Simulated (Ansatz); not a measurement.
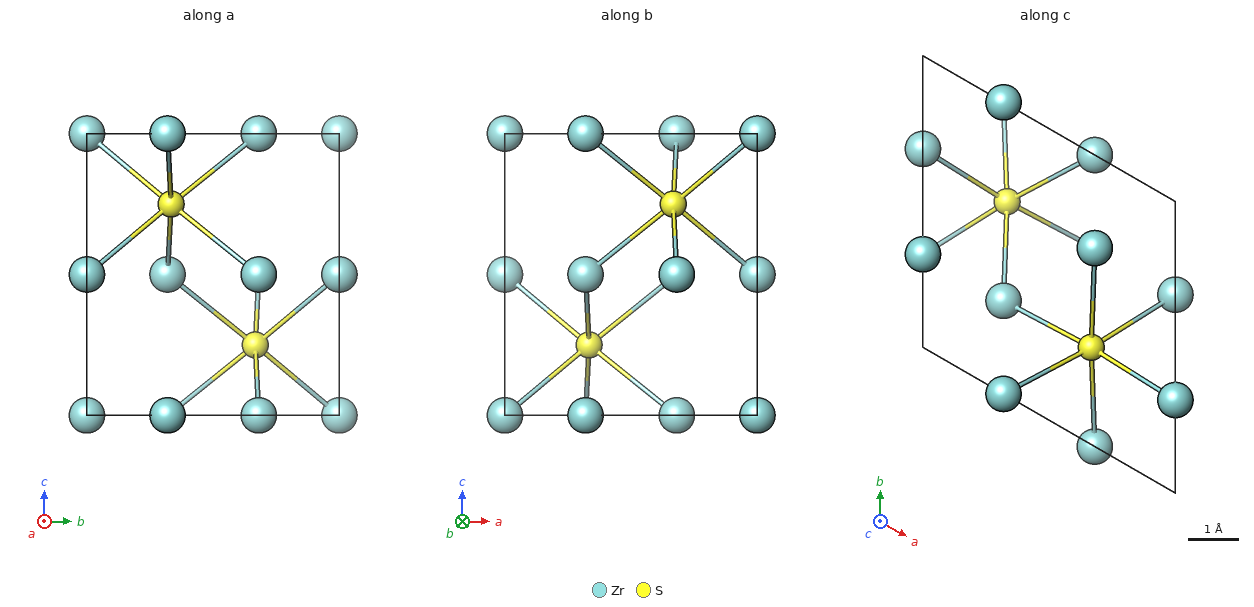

A ball-and-stick rendering, viewed along the a axis, along the b axis and along the c axis. Thin lines show the conventional unit cell, with boundary atoms drawn in all their periodic places.

Lattice parameters: a = 5.931 Å, b = 5.931 Å, c = 5.732 Å, α = 90.00°, β = 90.00°, γ = 120.00°. Put a along x and b in the xy plane.

Question: From the views, write a POSCAR file, with free fractional coordinates to two decimals.

Answer:
```
Zr S
1.0
     5.931    0.000    0.000
    -2.965    5.136    0.000
     0.000    0.000    5.732
Zr S
6 2
Direct
  0.32 0.00 0.00
  0.32 0.32 0.50
  0.00 0.32 0.00
  0.68 0.00 0.50
  0.68 0.68 0.00
  0.00 0.68 0.50
  0.3333 0.6667 0.25
  0.6667 0.3333 0.75
```

Starting structure: a structure type filled with these elements by a generator (whether the compound takes this form wasn't checked). The picture shows the end point of a geometry optimisation with DFT PBE, scalar-relativistic, plane waves, PAW (Ansatz).
